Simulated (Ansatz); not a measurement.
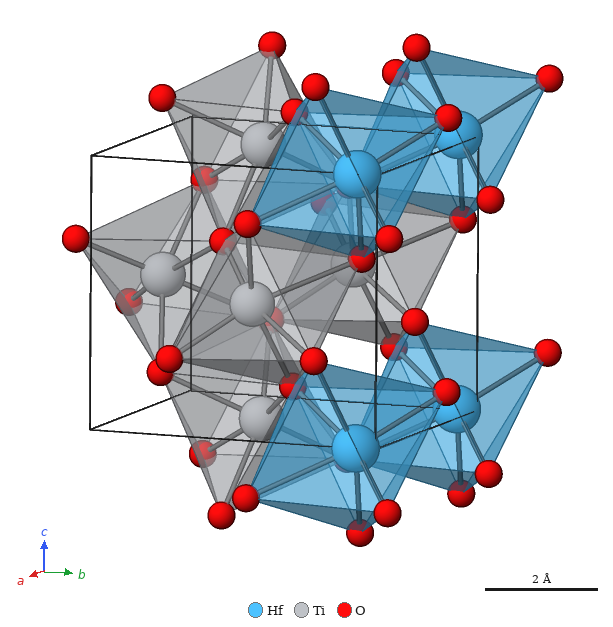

Crystal structure, polyhedral style, seen slightly off an axis. Atoms at the boundary of the conventional unit cell (the box) are drawn once for each face, edge or corner they touch. Some neighbours outside the box are added.

HfTi₃O₈, space group P2 (No. 3), a = 4.644 Å, b = 5.570 Å, c = 4.974 Å, α = 90.00°, β = 90.88°, γ = 90.00°. Its origin is a structure type filled with these elements by a generator (whether the compound takes this form wasn't checked). Earlier steps of the study may have refined or changed the cell and positions. It went into a calculation with Ansatz.

This one geometry was computed with Ansatz (DFT, plane waves, PAW) at five levels of theory: r2SCAN, PBE with spin-orbit coupling, PBE0, HSE06 and PBE. It was relaxed beforehand with r2SCAN.

### Which level gives the highest pressure at this volume, and what does that say about its equilibrium volume?

Highest: PBE with spin-orbit coupling (5.2 GPa) and PBE (5.3 GPa), which points to the largest equilibrium volume. Lowest, with the smallest volume: PBE0 (-2.0 GPa) and HSE06 (-1.9 GPa). Levels within 0.5 GPa of each other can't be told apart.

### How does the band gap change with the level of theory?

PBE with spin-orbit coupling: a gap of 2.77 eV, direct; PBE: a gap of 2.77 eV, direct; r2SCAN: a gap of 3.15 eV, direct; HSE06: a gap of 4.38 eV, direct; PBE0: a gap of 5.13 eV, direct.

### Collect the results in a table.

| level | cutoff (eV) | k-mesh of the run's cell | gap (eV) | pressure (GPa) |
| --- | --- | --- | --- | --- |
| r2SCAN | 500 | 6×6×6 | 3.15 | 0.0 |
| PBE with spin-orbit coupling | 420 | 6×6×6 | 2.77 | 5.2 |
| PBE0 | 420 | 4×4×4 | 5.13 | -2.0 |
| HSE06 | 420 | 4×4×4 | 4.38 | -1.9 |
| PBE | 420 | 6×6×6 | 2.77 | 5.3 |

Gaps are taken on the k-mesh or band path of each run.
